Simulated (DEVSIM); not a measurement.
Device: Al0.35Ga0.65As/GaAs n-p heterojunction, at 300 K.

| layer (left to right) | material | thickness (μm) | Nd (cm⁻³) | Na (cm⁻³) | τn (s) | τp (s) |
|---|---|---|---|---|---|---|
| 1 | Al0.35Ga0.65As | 0.150 | 8.6e16 | - | 7.9e-10 | 7.9e-11 |
| 2 | GaAs | 0.740 | - | 5.2e15 | 7.9e-10 | 7.9e-10 |

Left contact: ohmic. Right contact: ohmic. Voltage is applied to the left contact. Recombination: SRH at mid-gap. Mobility is constant in doping.

Constants are typed, rounded textbook-type inputs, not results; the design itself was drawn at random and stands for no fabricated device. Values at 300 K.

```
parameter      Al0.35Ga0.65As    GaAs
-------------  --------------  ------
gap (eV)               1.8604   1.424
affinity (eV)          3.7935    4.07
permittivity            11.91    12.9
Nc (cm⁻³)             7.44e17  4.7e17
Nv (cm⁻³)                9e18    9e18
μn (cm²/Vs)              3495    8500
μp (cm²/Vs)               176     400
```

Simulated with DEVSIM: 1D drift-diffusion, Boltzmann statistics, complete ionisation; no tunnelling, impact ionisation, image-force lowering or self-heating. Band offsets follow the typed affinities; no thermionic-emission limit at abrupt steps, no polarisation charge.

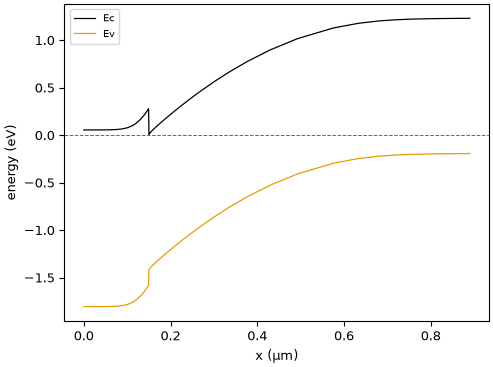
Fig. 1. Band edges at zero bias

Energies count from the Fermi level of the right contact; mesh points crowd at the junctions.

```
x (μm)    Ec (eV)  Ev (eV)  n (cm⁻³)  p (cm⁻³)  field (V/cm)
--------  -------  -------  --------  --------  ------------
0.000       0.056   -1.805    8.6e16     < 1e2            30
0.004326    0.056   -1.805    8.6e16     < 1e2            31
0.01164     0.056   -1.805    8.6e16     < 1e2            40
0.02576     0.056   -1.804    8.6e16     < 1e2            95
0.06371     0.058   -1.803    8.0e16     < 1e2          1300
0.1025      0.081   -1.779    3.2e16     < 1e2         16000
0.1265      0.149   -1.712    2.4e15     < 1e2         42000
0.1423      0.231   -1.629    9.8e13     < 1e2         63000
0.1482      0.270   -1.590    2.2e13     < 1e2         70000
0.1516      0.016   -1.408    2.5e17     < 1e2         60000
0.1574      0.047   -1.377    7.6e16     < 1e2         47000
0.1738      0.117   -1.307    5.2e15     < 1e2         40000
0.1975      0.210   -1.214    1.4e14     < 1e2         38000
0.2450      0.382   -1.042    1.8e11     < 1e2         35000
0.3777      0.778   -0.646     40000     1.3e8         25000
0.5758      1.130   -0.294     < 1e2    1.0e14         11000
0.7205      1.216   -0.208     < 1e2    2.9e15          2400
0.8033      1.227   -0.197     < 1e2    4.5e15           710
0.8556      1.230   -0.194     < 1e2    5.0e15           380
0.8734      1.231   -0.193     < 1e2    5.1e15           340
0.8836      1.231   -0.193     < 1e2    5.2e15           330
0.8900      1.231   -0.193     < 1e2    5.2e15           320
```
